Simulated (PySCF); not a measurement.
```json
{"atom": "Rb", "x (Å)": "0.0000", "y (Å)": "0.0000", "z (Å)": "-2.1520"}
{"atom": "Rb", "x (Å)": "0.0000", "y (Å)": "0.0000", "z (Å)": "2.1520"}
```

Core potentials replace the inner electrons of Rb.

The calculation used PBE0/def2-SVPD, non-relativistic Hamiltonian with scalar-relativistic core potentials where named, at a bond length of 4.304 Å (PySCF 2.14.0).

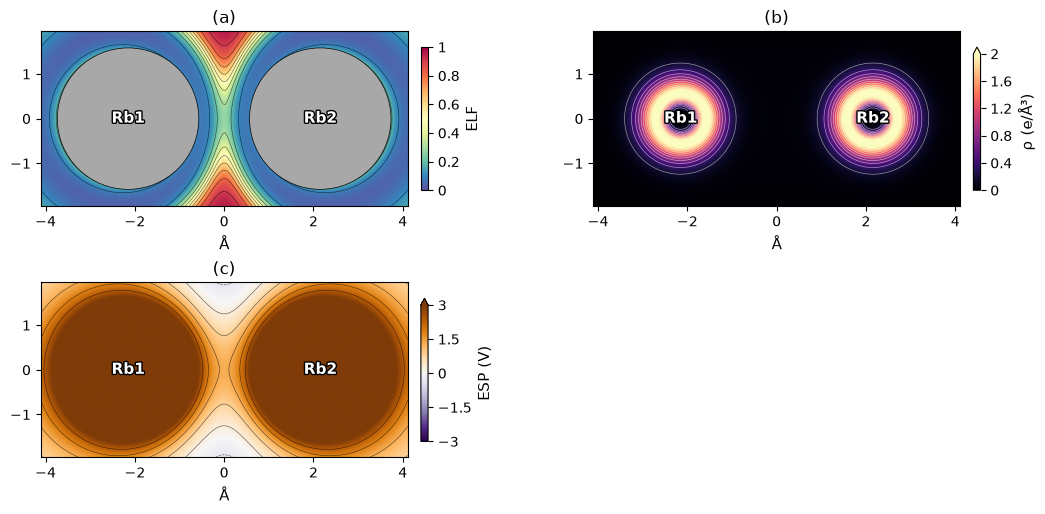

Rb$_{2}$. (a) electron localisation function; (b) electron density; (c) molecular electrostatic potential on a plane that holds the molecular axis. Grey discs cover the atomic cores in the ELF map.

Question: What does the map show?

Answer: The section cuts through Rb sites. Rb–Rb (4.30 Å): ρ at the midpoint is about 0.03 e/Å³; the ELF is about 0.25 at the midpoint. Outside the dense part of the molecule the potential is most negative (−0.3 V) near Rb1 and Rb2.
